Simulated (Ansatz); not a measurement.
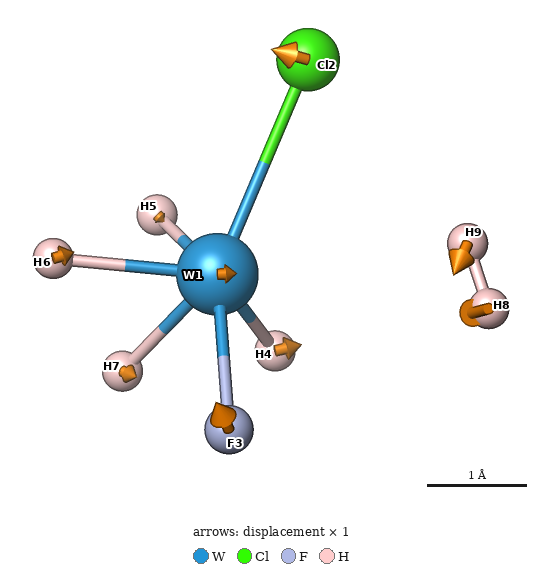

A relaxation of WH6ClF. The starting structure is drawn; orange arrows show the displacements, at their true length. The two geometries are superimposed by the best rigid fit.

The picture is a ball-and-stick view, seen at a tilt.

The run prepares an end point of a later path (reaction) calculation, from a guessed geometry.

Level of theory: RKS r2SCAN-D4/def2-SVP in Ansatz. Set-up: no spin polarisation; force threshold 0.03 eV/Å; at most 50 steps.

**Which element moves most?**

Hydrogen: up to 0.69 Å, against 0.43 Å for fluorine.

**What did the optimiser do to the structure, and how much energy did it gain?**

The atom that moves furthest after the best rigid fit is H8 (0.69 Å). By element the largest moves are H 0.69 Å, F 0.43 Å, Cl 0.42 Å, W 0.21 Å. Some distances before and after: W1–H8 2.919 → 2.348 Å, W1–H9 2.653 → 2.386 Å, W1–Cl2 2.362 → 2.302 Å, H8–H9 0.721 → 0.770 Å. Bond angles that change, for instance: F3–W1–H4 91.7° → 109.5°, Cl2–W1–H6 107.4° → 90.7°, F3–W1–H6 96.6° → 87.4°. The energy falls by 19.9 kJ/mol in 20 accepted moves (24 points after the start). The largest force component goes from 1.2 to 0.02 eV/Å. The line search rejected the trial steps at points 11, 15, 17, 21 of the run. The forces were under the threshold at step 9, but the run went on from there. The run took 100 s on 2 threads of Arm Neoverse V1, on a shared host, peak memory 0.16 GiB.

Limits of the set-up: the start holds two separate molecules, 2.6 Å apart at their closest, whose relative position is a soft coordinate.
